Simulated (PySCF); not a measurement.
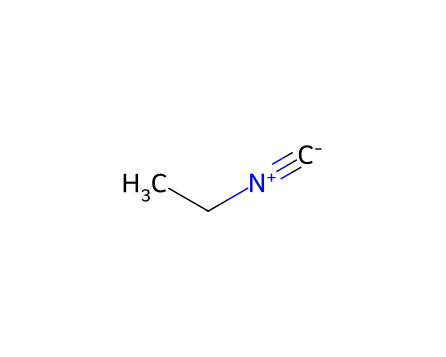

Skeletal drawing of a molecule.

Give its SMILES.

Answer. [C-]#[N+]CC

Give the formula, hydrogens included.

Answer. C3H5N.

An optimisation with PBE0-D3(BJ)/def2-SVP gave a structure of which point group?

Answer. Cs.

The parts below concern this one geometry. Atoms keep their numbers from picture to picture. The computed structure is the end point of a PBE0-D3(BJ)/def2-SVP optimisation. No frequency run is at hand to confirm it as a minimum.

**Geometry**

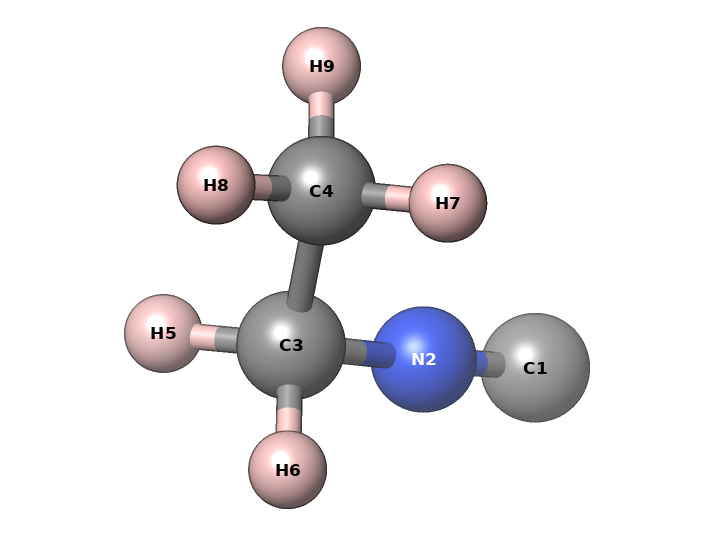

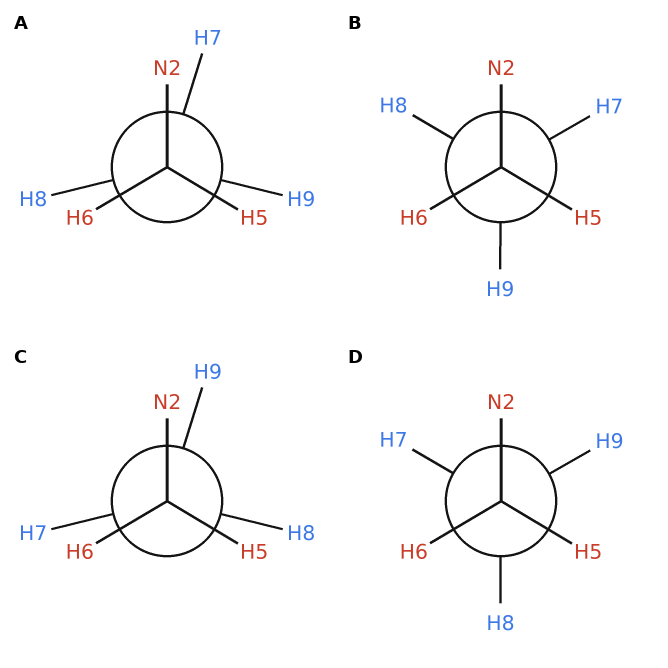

Distant atoms are faded towards the background colour. Bonds that would overlap in a projection are set slightly apart. No frequency run is at hand to confirm it as a minimum.

Which Newman projection shows the view along C3–C4, with C3 in front?

Answer. D. The torsion angle N2–C3–C4–H7 is −60°, synclinal (gauche).

**Levels of theory compared**

No frequency run is at hand to confirm it as a minimum. Program: PySCF 2.14.0.

At this fixed geometry, give HOMO energy (eV), dipole (D) at these levels: B97-2/pcJ-1; CAM-B3LYP/pcJ-1; HF/pcJ-1; KT2/pcJ-1; LDA/pcJ-1; PBE/pcJ-1; PBE0/IGLO-III; PBE0/aug-cc-pVDZ; PBE0/cc-pVDZ; PBE0/cc-pVTZ; PBE0/pcJ-1; PBE0/pcSseg-0.

| level | HOMO energy (eV) | dipole (D) |
| --- | --- | --- |
| B97-2/pcJ-1 | −8.28 | 3.83 |
| CAM-B3LYP/pcJ-1 | −10.08 | 3.81 |
| HF/pcJ-1 | −12.56 | 3.57 |
| KT2/pcJ-1 | −7.11 | 3.78 |
| LDA/pcJ-1 | −6.86 | 4.03 |
| PBE/pcJ-1 | −6.84 | 3.93 |
| PBE0/IGLO-III | −8.68 | 3.99 |
| PBE0/aug-cc-pVDZ | −8.66 | 4.01 |
| PBE0/cc-pVDZ | −8.38 | 3.87 |
| PBE0/cc-pVTZ | −8.60 | 3.94 |
| PBE0/pcJ-1 | −8.54 | 3.86 |
| PBE0/pcSseg-0 | −8.46 | 3.96 |

**Spin–spin coupling**

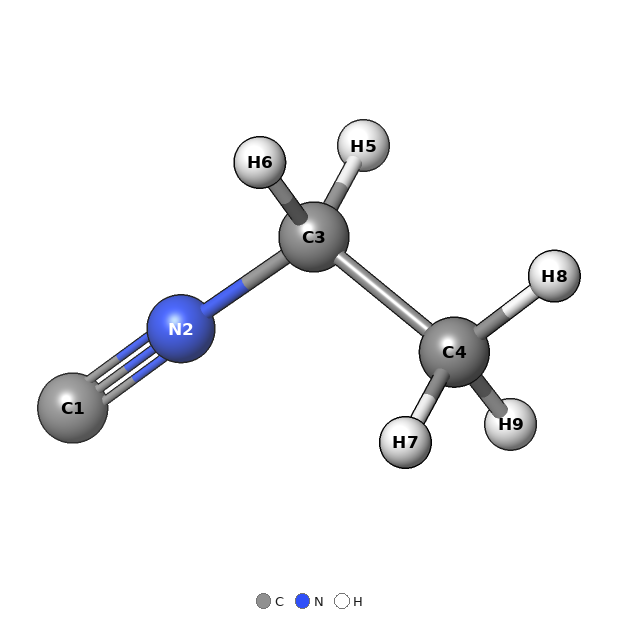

No frequency run is at hand to confirm it as a minimum. Properties computed with PBE0/pcJ-1 indirect spin-spin coupling, non-relativistic, gas phase (PySCF 2.14.0). Isotopes: 13C, 1H, 15N.

Give the spin–spin coupling constants of these pairs, with the number of bonds between them: C3/C4, C4/H9, N2/H5, N2/H6, C3/H7, C3/H8, H5/H6, H7/H8, H7/H9, C1/C4, H5/H7, H6/H8, H6/H7.

| pair | bonds apart | J (Hz) |
| --- | --- | --- |
| C3, C4 | 1 | 37.7 |
| C4, H9 | 1 | 130.0 |
| N2, H5 | 2 | 2.8 |
| N2, H6 | 2 | 2.8 |
| C3, H7 | 2 | −6.2 |
| C3, H8 | 2 | −0.9 |
| H5, H6 | 2 | −17.3 |
| H7, H8 | 2 | −14.6 |
| H7, H9 | 2 | −13.9 |
| C1, C4 | 3 | 0.9 |
| H5, H7 | 3 | 15.6 |
| H6, H8 | 3 | 3.1 |
| H6, H7 | 3 | 4.7 |

**NMR shielding**

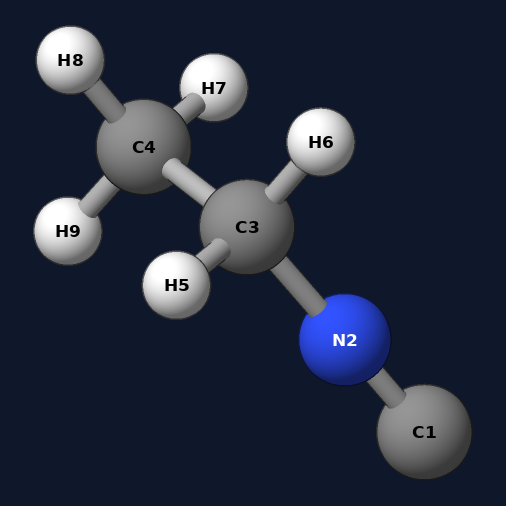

No frequency run is at hand to confirm it as a minimum. Level of theory: GIAO PBE0/cc-pVTZ NMR shielding, non-relativistic, gas phase (PySCF 2.14.0). Principal shieldings σ11 ≤ σ22 ≤ σ33, span Ω = σ33 − σ11, skew κ = 3(σiso − σ22)/Ω.

Which C atom has the most anisotropic shielding?

Answer. C1, with a span of 367 ppm.

Give the shielding tensors of the C atoms.

| atom | σ11 | σ22 | σ33 | σiso | Ω | κ |
| --- | --- | --- | --- | --- | --- | --- |
| C1 | −112.1 | −110.2 | 254.9 | 10.9 | 367.0 | 0.99 |
| C3 | 129.6 | 146.0 | 178.9 | 151.5 | 49.3 | 0.33 |
| C4 | 155.4 | 167.7 | 187.3 | 170.1 | 31.9 | 0.23 |

Shieldings and span in ppm.
